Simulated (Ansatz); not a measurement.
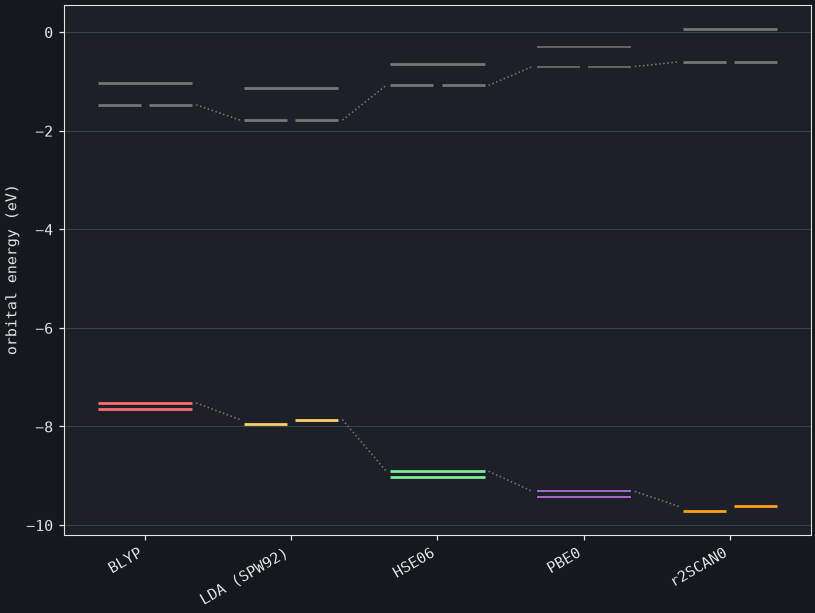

Frontier orbital energies of NbH₃O₄, SMILES [O]=[Nb]([OH])([OH])[OH], singlet at one geometry, def2-TZVPP, the Ansatz code, at a PBE0-D4/def2-TZVP geometry (a minimum by its frequencies). Empty levels are grey, levels within 0.1 eV stand side by side; all columns show the same few orbitals around the gap. Dotted lines join the HOMOs and the LUMOs.

**How do the frontier levels move from column to column?**

The separation grows from 6.05 eV (BLYP) to 9.02 eV (r2SCAN0).

```tsv
level	HOMO (eV)	LUMO (eV)	separation (eV)
BLYP	−7.52	−1.47	6.05
LDA (SPW92)	−7.86	−1.78	6.08
HSE06	−8.91	−1.08	7.83
PBE0	−9.32	−0.70	8.62
r2SCAN0	−9.62	−0.60	9.02
```

Limits of at least one run: core potentials past krypton; empty levels above zero depend strongly on the basis.
